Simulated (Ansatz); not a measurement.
A series of calculations on BH$_{2}$F$_{2}$

### Relaxation

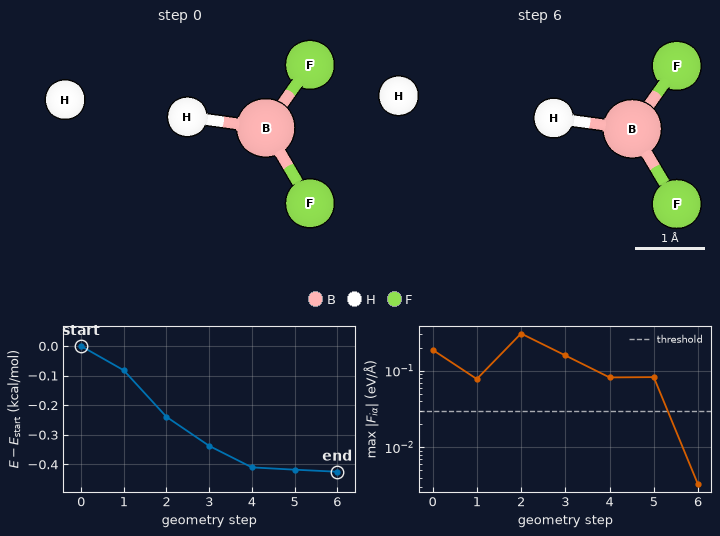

First and last geometry of a relaxation of BH2F2 (multiplicity 2), with the history of the run. A ball-and-stick model, seen at a tilt.

The run prepares an end point of a later path (reaction) calculation, from a guessed geometry.

Level of theory: UKS r2SCAN-D4/6-31G* in Ansatz.

Input
```yaml
crystal:
  periodic: [false, false, false]
  atoms:
    - { symbol: B, position_ang: [0.0, 3.6e-05, -0.076423] }
    - { symbol: H, position_ang: [0.0, 0.000193, 1.118327] }
    - { symbol: F, position_ang: [1.135402, -8.0e-05, -0.751661] }
    - { symbol: F, position_ang: [-1.135402, -8.0e-05, -0.751661] }
    - { symbol: H, position_ang: [0.0, -6.8e-05, 2.981418] }
magnetization:
  spin_polarized: true
  initial_magnetization: 1
basis:
  gaussian: { orbitals: "6-31G*" }
hamiltonian:
  xc: r2scan
  dispersion: d4
relax:
  f_tol: 0.03
  max_steps: 50
```

Run as
```bash
ansatz run input.yaml --threads 1 --pin off --max-ram 2048MiB --backend cpu --events-out ev --progress --plain --runs-dir out
```

**What do the curves and the structures tell?**

It converged. H5 moves most after the best rigid fit: 0.41 Å. By element the largest moves are H 0.41 Å, F 0.10 Å, B 0.10 Å. Over 6 geometry steps the energy falls by 0.42 kcal/mol. The largest force component goes from 0.19 to 0.0033 eV/Å.

### Relaxation

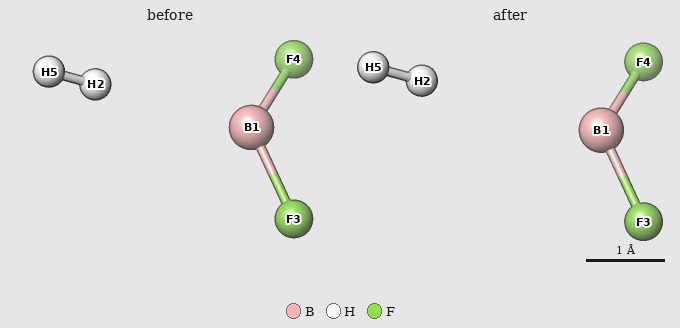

The structure of BH₂F₂ (multiplicity 2) before (left) and after (right) a relaxation, at one scale.

The picture is a ball-and-stick view, seen at a tilt.

The run prepares an end point of a later path (reaction) calculation, from a guessed geometry.

Level of theory: UKS r2SCAN-D4/6-31G* (Ansatz 0.2.0). (collinear spin; force threshold 0.03 eV/Å; at most 50 steps)

> Summarise the run.

The energy falls by 0.049 eV in 2 geometry steps. Largest force component: 1.5 eV/Å at the start, 0.0066 eV/Å at the end. H5 moves most after the best rigid fit: 0.24 Å. By element the largest moves are H 0.24 Å, B 0.15 Å, F 0.15 Å. Near-neighbour distances that change, for instance: H2–H5 0.711 → 0.745 Å. The run took 10 s on 1 thread of Arm Neoverse V1, on a shared host, peak memory 0.14 GiB.

Limits of the set-up: the start holds two separate molecules, 2.4 Å apart at their closest, whose relative position is a soft coordinate.

### Path

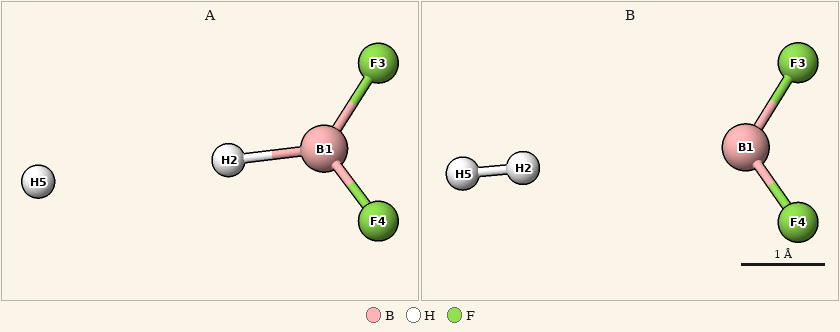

The two relaxed end points of a path for BH2F2 (multiplicity 2), made up at the start of BHF₂ and H. A ball-and-stick model, seen at a tilt.

These are results of UKS r2SCAN-D4/6-31G* in Ansatz 0.2.0, not measurements.

Set-up: 5 movable images; climbing image; force threshold 0.03 eV/Å; iteration limit 60.

Start:
```xyz
5

B     0.0000    0.0025   -0.1765
H     0.0000    0.0090    1.0175
F     1.1333   -0.0014   -0.8540
F    -1.1333   -0.0014   -0.8540
H     0.0000   -0.0088    3.3870
```

End:
```xyz
5

B     0.0000    0.0003   -0.4873
H     0.0000   -0.0005    2.2663
F     1.1455    0.0005   -1.1349
F    -1.1455    0.0005   -1.1349
H     0.0000   -0.0008    3.0108
```

Predict the minimum-energy path and its barrier.

The highest point, image 3, lies 0.35 eV above the start and 0.23 eV above the end; the end is at +0.12 eV relative to the start. A hydrogen atom shifts from one atom to another. Breaking: B1–H2 (1.19 → 1.54 at the top → 2.75 Å). Forming: H2–H5 (2.37 → 0.90 at the top → 0.74 Å). The band converged in 14 iterations. The largest component of the band force went from 1.9 to 0.02 eV/Å. The climbing image converged on the top of the path. Its vibrational analysis gives one imaginary mode (1014i cm⁻¹), as a transition state must have.

Energies of the converged images:

```csv
image,path (Å),E (eV)
0,0.00,0.000
1,0.40,0.013
2,0.80,0.085
3,1.19,0.354
4,1.68,0.213
5,2.16,0.141
6,2.64,0.123
```

The geometry at the top of the path:

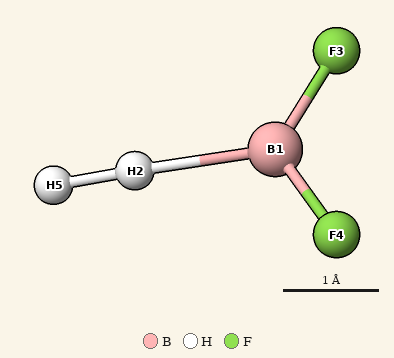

Limits of the set-up: the start holds two separate molecules, 2.4 Å apart at their closest, whose relative position is a soft coordinate.
